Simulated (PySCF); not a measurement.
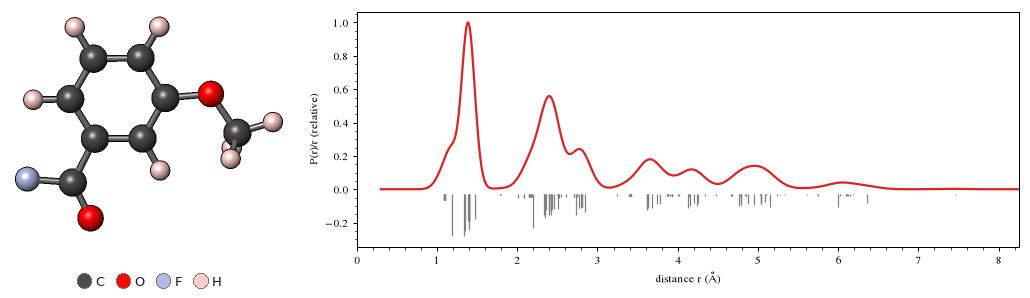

Simulated gas electron diffraction: radial distribution curve of C₈H₇FO₂. Each pair of atoms contributes with weight ZᵢZⱼ/r (bars below the curve); damping constant 0.0015 Å²; vibrational amplitudes assumed, not computed: 0.05 Å for bonds, 0.078 Å for bonds to H, 0.06 + 0.015 r up to 0.15 Å for other pairs. The geometry is the end point of an optimisation (PySCF 2.14.0, density-fitted response routines, PBE0-D3(BJ)/def2-SVP geometry optimisation, gas phase); it may be a saddle point or a higher isomer. SMILES: COc1cccc(C(=O)F)c1.

Question: Assign the first 7 clear peaks of the radial distribution curve (– bonded, ··· not bonded).

Answer: Peak 1, 1.39 Å: F–C 1.34 Å, O–C 1.34–1.40 Å (×2), C–C 1.39–1.48 Å (×7), not resolved; in its flanks C–H 1.09–1.10 Å, O–C 1.19 Å
Peak 2, 2.40 Å: F···O 2.19 Å, O···C 2.34–2.42 Å (×3), F···C 2.34 Å, C···C 2.36–2.51 Å (×9), not resolved
Peak 3, 2.77 Å: C···H 2.70–2.80 Å (×5), F···C 2.73 Å, C···C 2.77–2.81 Å (×4), O···C 2.85 Å, not resolved
Peak 4, 3.65 Å: C···H 3.39–3.93 Å (×14), O···C 3.62–3.68 Å (×3), F···C 3.62 Å, C···C 3.63–3.77 Å (×3), not resolved
Peak 5, 4.17 Å: C···H 4.01–4.35 Å (×5), F···C 4.12 Å, O···C 4.15–4.24 Å (×2), C···C 4.21–4.25 Å (×2), not resolved
Peak 6, 4.96 Å: C···H 4.67–5.27 Å (×8), F···C 4.76–4.95 Å (×2), C···C 4.79–5.09 Å (×3), O···C 4.79–5.04 Å (×4), O···O 5.16 Å, not resolved
Peak 7, 6.06 Å: C···H 5.74–6.19 Å (×4), O···H 5.75–6.11 Å (×3), F···O 6.00 Å, F···H 6.02–6.14 Å (×3), F···C 6.36 Å, not resolved
